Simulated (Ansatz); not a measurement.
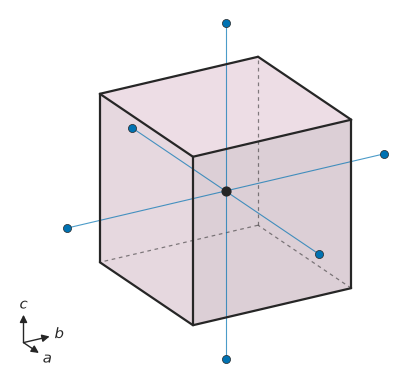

For LaW₆, the input geometry of an electronic-structure calculation (not necessarily at equilibrium); the starting structure was generated, so it need not be a known form of this composition: the Wigner–Seitz cell of the crystal's lattice, with lines to the lattice points that define its faces. Symmetry computed with spglib at a tolerance of 0.002 Å; standard conventional cell.

a = 6.068 Å, b = 6.068 Å, c = 6.068 Å, α = 90.00°, β = 90.00°, γ = 90.00°; space group Pm-3m, No. 221.

### What is the cell's combinatorial type?

A parallelepiped: 6 faces (6 with 4 edges), 12 edges, 8 vertices. Its volume is that of the primitive cell, 223.4 Å³.

### Which lattice vectors do the faces bisect?

```csv
example,length (Å),faces,edges of each,area (Å²)
a,6.07,6,4,36.8
```
